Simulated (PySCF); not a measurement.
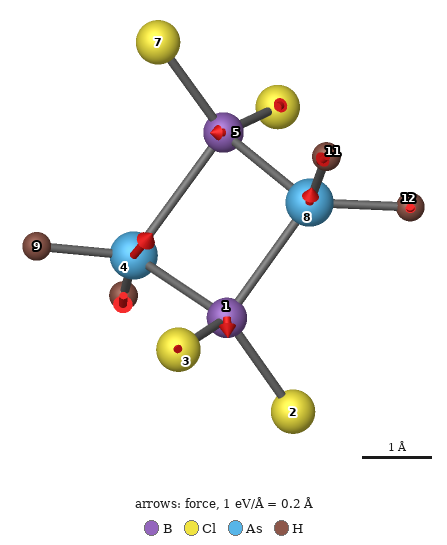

Starting geometry of B2As2H4Cl4 with the computed forces as red arrows. A ball-and-stick model, seen at a tilt.

The start comes from GFN2-xTB. Its atoms were then displaced at random by about 0.03 Å.

Computed with PySCF 2.14.0, density-fitted response routines, PBE0-D3(BJ)/def2-SVP geometry optimisation, gas phase. 

### What follows when this structure is relaxed?

It isn't relaxed: the largest force vector, on an As atom, is 3.49 eV/Å. The final displacements follow the starting forces only in part (cosine between the two patterns 0.50). An H atom moves most after the best rigid fit: 0.17 Å. By element the largest moves are H 0.17 Å, As 0.14 Å, B 0.11 Å, Cl 0.07 Å. Some distances before and after: As–H 1.397 → 1.504 Å, As–B 2.224 → 2.125 Å, As–H 1.578 → 1.504 Å, B–Cl 1.750 → 1.809 Å. Bond angles that change, for instance: H–As–H 92.5° → 103.3°, B–As–B 85.1° → 92.5°, As–B–As 94.6° → 87.5°. The energy falls by 47.1 kJ/mol in 6 geometry steps.
